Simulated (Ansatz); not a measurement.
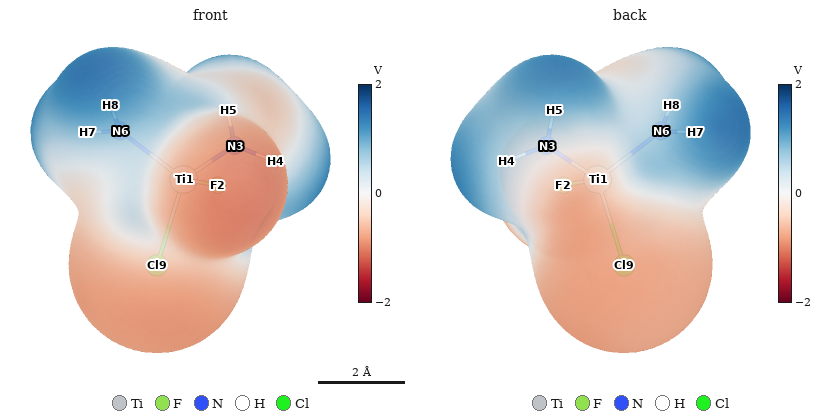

Figure 1: ClFH₄N₂Ti. The molecular electrostatic potential painted on the density surface at 0.001 e/bohr³, seen from the front and from behind; red is negative and blue positive.

Computed with Ansatz 0.2.0, RKS PBE/def2-SVP.

The calculation's input:

```
crystal:
  periodic: [false, false, false]
  atoms:
    - { symbol: Ti, position_ang: [0.0, 0.0, 0.0] }
    - { symbol: F, position_ang: [0.0, 0.0, 1.83] }
    - { symbol: "N", position_ang: [1.9426, 0.0, -0.686] }
    - { symbol: H, position_ang: [2.4408, -0.918, -0.8667] }
    - { symbol: H, position_ang: [2.4438, 0.918, -0.8582] }
    - { symbol: "N", position_ang: [-0.9703, 1.681, -0.686] }
    - { symbol: H, position_ang: [-1.9904, 1.6258, -0.9687] }
    - { symbol: H, position_ang: [-0.4498, 2.6017, -0.7565] }
    - { symbol: Cl, position_ang: [-1.1163, -1.9339, -0.7892] }
basis:
  gaussian: { orbitals: def2-SVP }
hamiltonian:
  xc: pbe
relax:
  f_tol: 0.02
  max_steps: 40
output:
  orbitals: {}
```

Run with:

```sh
ansatz run input.yaml --threads 4 --pin off --max-ram 5120MiB --backend cpu --events-out ev --progress --plain --runs-dir out
```

The fields are those of the run's last geometry, not of the input's.

Which sites attract a positive test charge, and which a negative one?

Answer. A positive charge is drawn to the negative regions and a negative charge to the positive ones. The most negative region (about −1.0 V) lies over F2, the most positive (about +1.5 V) over H7 and H8.
